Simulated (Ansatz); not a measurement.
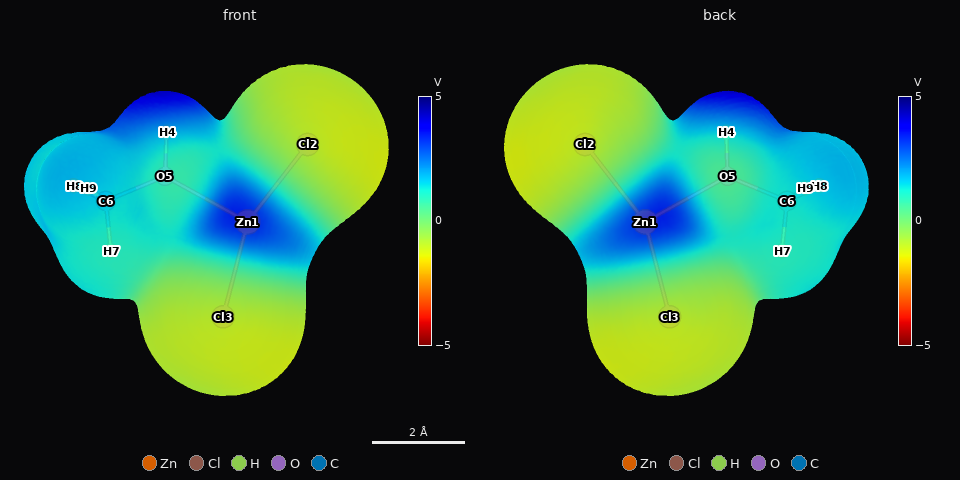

Figure. CH4Cl2OZn. The molecular electrostatic potential painted on the density surface at 0.004 e/bohr³, seen from the front and from behind; the colour scale runs from red (negative) to blue (positive).

These are results of RKS PBE0-D4/def2-SVP in Ansatz 0.2.0, not measurements.

```xyz
9

Zn   -0.0052   -0.6465   -1.7435
Cl    1.9379   -0.8221   -2.6238
Cl   -2.1340   -0.8309   -1.6293
H     1.4775    0.2720    0.2468
O     0.5338    0.1615    0.0762
C    -0.2810    0.4205    1.2087
H    -1.3139    0.2298    0.8886
H    -0.1857    1.4689    1.5328
H    -0.0293   -0.2531    2.0435
```

### Where is the surface potential most negative and most positive?

The most negative region (about −1.3 V) lies over Cl2, the most positive (about +4.2 V) over H4.
